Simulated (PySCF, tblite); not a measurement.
# C3H8B2FN: geometry, infrared bands and NMR shifts

Wanted: the infrared bands and NMR shifts of C3H8B2FN (`BN(BF)CC=C`), by calculation.

The runs use tblite 0.8.0 and PySCF 2.14.0, with density-fitted response routines of our own; the level of theory stands in each step. All values are computed, except where a source is named. Atoms count from 0, in the outputs and in this text.

### 1 Starting geometry

15 atoms, charge 0, multiplicity 1; geometry from: force field or distance geometry start.

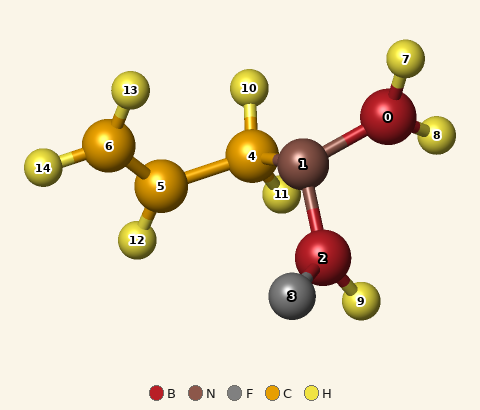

The starting geometry (boron red, nitrogen brown, fluorine grey, carbon amber, hydrogen yellow), atoms numbered.

### 2 Optimising the geometry with GFN2-xTB

What the job is given:

```
{"job": {"kind": "relax", "xc": "GFN2-xTB", "basis": "xTB"}, "charge": 0, "multiplicity": 1}
B     -2.061500     0.207800     0.979200
N     -0.752500     0.366900     0.214700
B     -1.059900     0.273400    -1.269600
F     -0.724500     1.383600    -2.152500
C      0.189900    -0.702700     0.638000
C      1.575900    -0.415500     0.122000
C      2.261700     0.666400     0.520300
H     -2.445600     1.091100     1.678700
H     -2.689300    -0.795900     0.913400
H     -1.532400    -0.711700    -1.732000
H      0.248900    -0.765900     1.740300
H     -0.143000    -1.703800     0.262900
H      2.038800    -1.106800    -0.561200
H      1.829400     1.369000     1.221400
H      3.259700     0.852100     0.150500
```

On the command line:

```console
> OMP_NUM_THREADS=1 python probes_run.py task.json out
```

The driver reads the jobs from task.json and runs them one after another.

**Question.** This job is followed by: GFN2-xTB harmonic vibrations, gas phase; GIAO PBE0/pcSseg-1 NMR shielding, non-relativistic, gas phase. What will the session give for the following? strongest single infrared mode (GFN2-xTB); zero-point energy (GFN2-xTB); 13C shifts against TMS (PBE0/pcSseg-1); 1H shifts against TMS (PBE0/pcSseg-1, means over atoms taken as alike); 11B shifts against BF3·OEt2 (PBE0/pcSseg-1); 15N shifts against NH3 (PBE0/pcSseg-1); 19F shifts against CFCl3 (PBE0/pcSseg-1).

**Answer**, as computed:

```
                                                              quantity                                   value
                             strongest single infrared mode (GFN2-xTB)                   1366 cm⁻¹, 463 km/mol
                                          zero-point energy (GFN2-xTB)                           70.5 kcal/mol
                                13C shifts against TMS (PBE0/pcSseg-1)                  148.6, 120.8, 59.4 ppm
1H shifts against TMS (PBE0/pcSseg-1, means over atoms taken as alike)  6.44, 5.62, 5.53, 5.21, 4.47, 4.22 ppm
                           11B shifts against BF3·OEt2 (PBE0/pcSseg-1)                          48.8, 31.7 ppm
                                15N shifts against NH3 (PBE0/pcSseg-1)                               176.6 ppm
                              19F shifts against CFCl3 (PBE0/pcSseg-1)                               -74.3 ppm
```

**Reading.** Relaxing lowered the energy by 2.306 eV in 160 steps; the close pair that moved most is B2–F3, from 1.458 to 1.323 Å. No mode is imaginary among the 39: a minimum at this level. The strongest single mode, at 1366 cm⁻¹, is carried by N1, B2, B0. GFN2-xTB is a fitted tight-binding method: band positions and strengths are rough. Its intensities can rank the bands wrongly. The most deshielded carbon is C5 (alkene CH), at 148.6 ppm: an sp2 carbon of a C=C bond. H12 (hydrogen on an alkene CH) lies farthest downfield among hydrogen, at 6.44 ppm; olefinic region. At PBE0/pcSseg-1: The widest tensor belongs to F3: span 371 ppm, with a paramagnetic part of -221 ppm.
